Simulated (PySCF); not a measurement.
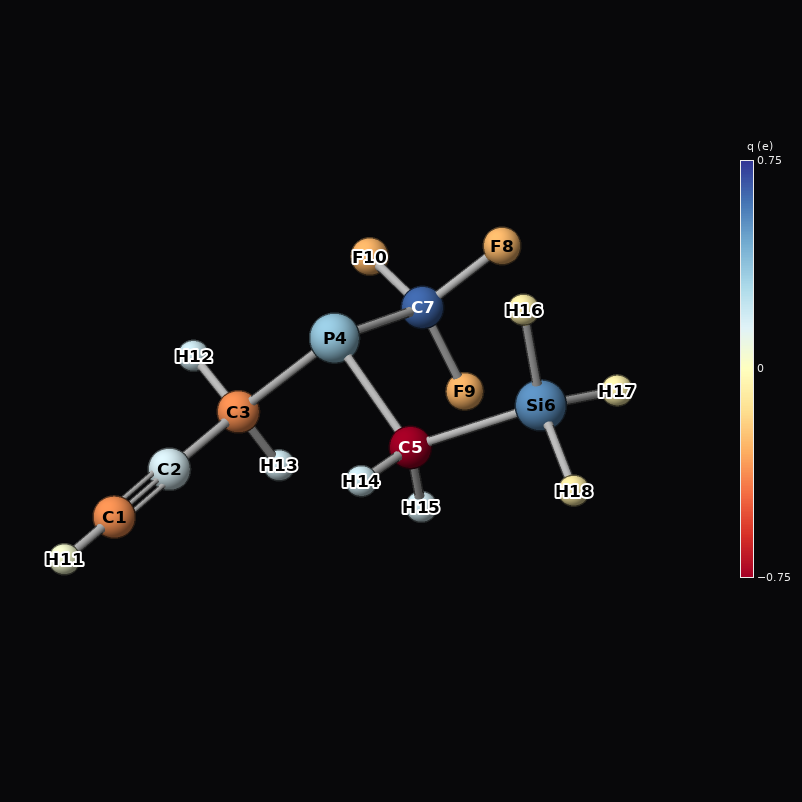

Atoms are coloured by their Mulliken charges. Computed geometry: GFN2-xTB optimisation. No frequency run is at hand to confirm it as a minimum. Level of theory: PBE0/pcSseg-1, gas phase (PySCF 2.14.0).

Question: Which atom carries the highest charge (most positive or least negative)?

Answer: C7 (0.62 e).

Question: And the lowest?

Answer: C5 (−0.75 e).

Give the Mulliken charges atom by atom.

| atom | value (e) |
| --- | --- |
| C1 | −0.36 |
| C2 | 0.17 |
| C3 | −0.36 |
| P4 | 0.35 |
| C5 | −0.75 |
| Si6 | 0.52 |
| C7 | 0.62 |
| F8 | −0.26 |
| F9 | −0.27 |
| F10 | −0.27 |
| H11 | 0.04 |
| H12 | 0.20 |
| H13 | 0.19 |
| H14 | 0.20 |
| H15 | 0.18 |
| H16 | −0.06 |
| H17 | −0.06 |
| H18 | −0.08 |

Mulliken values depend strongly on the basis set and can even reverse the polarity of a bond. The geometry is semi-empirical. Around P, Si such bond lengths and angles can be off by a tenth of an ångström or more and by several degrees, and values that hang on the shape move with them.
